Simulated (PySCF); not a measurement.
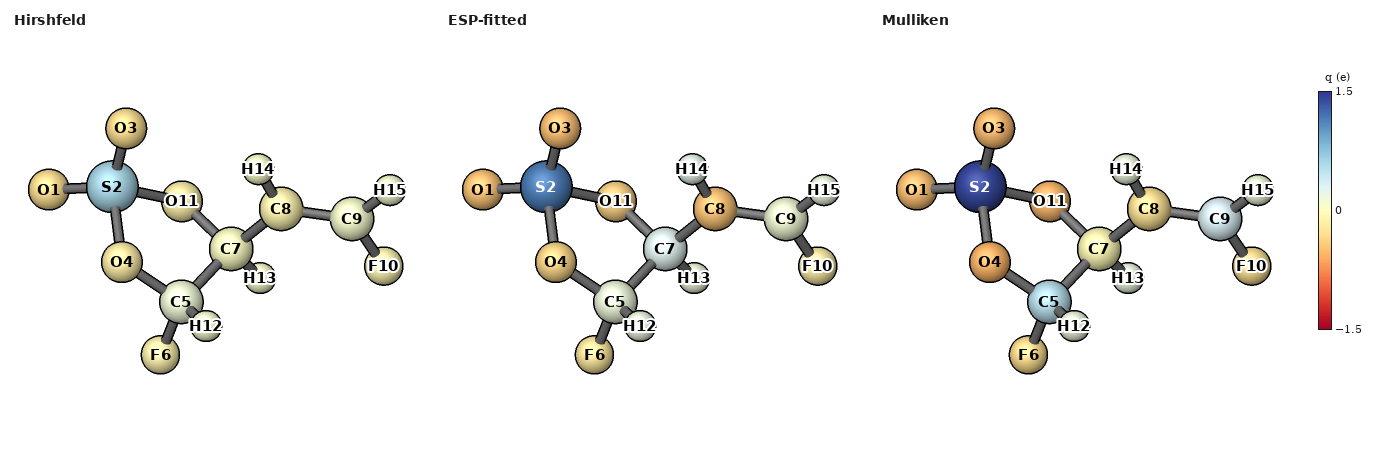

Atomic charges of one calculation by 3 schemes, on one colour scale. Computed geometry: PBE0-D3(BJ)/def2-SVP optimisation. No frequency run is at hand to confirm it as a minimum. Method: PBE0/pcSseg-1 in dichloromethane (IEF-PCM) (PySCF 2.14.0).

### Which scheme gives the most polar picture (largest mean size of the charges)?

The Mulliken charges are the largest in size here, and the Hirshfeld charges the smallest.

### On which atom do the schemes disagree most?

On S2 (from 0.60 to 1.41 e).

List the charges (e), one line for each set of equivalent atoms.

```json
{"atom": "O1", "Hirshfeld": "−0.29", "ESP-fitted": "−0.45", "Mulliken": "−0.48"}
{"atom": "S2", "Hirshfeld": "0.60", "ESP-fitted": "1.14", "Mulliken": "1.41"}
{"atom": "O3", "Hirshfeld": "−0.29", "ESP-fitted": "−0.47", "Mulliken": "−0.50"}
{"atom": "O4", "Hirshfeld": "−0.15", "ESP-fitted": "−0.33", "Mulliken": "−0.54"}
{"atom": "C5", "Hirshfeld": "0.13", "ESP-fitted": "0.16", "Mulliken": "0.51"}
{"atom": "F6", "Hirshfeld": "−0.10", "ESP-fitted": "−0.20", "Mulliken": "−0.30"}
{"atom": "C7", "Hirshfeld": "0.03", "ESP-fitted": "0.26", "Mulliken": "−0.06"}
{"atom": "C8", "Hirshfeld": "−0.09", "ESP-fitted": "−0.45", "Mulliken": "−0.25"}
{"atom": "C9", "Hirshfeld": "0.07", "ESP-fitted": "0.13", "Mulliken": "0.31"}
{"atom": "F10", "Hirshfeld": "−0.07", "ESP-fitted": "−0.15", "Mulliken": "−0.27"}
{"atom": "O11", "Hirshfeld": "−0.14", "ESP-fitted": "−0.36", "Mulliken": "−0.52"}
{"atom": "H12", "Hirshfeld": "0.08", "ESP-fitted": "0.19", "Mulliken": "0.17"}
{"atom": "H13", "Hirshfeld": "0.07", "ESP-fitted": "0.16", "Mulliken": "0.19"}
{"atom": "H14", "Hirshfeld": "0.05", "ESP-fitted": "0.21", "Mulliken": "0.17"}
{"atom": "H15", "Hirshfeld": "0.09", "ESP-fitted": "0.17", "Mulliken": "0.15"}
```
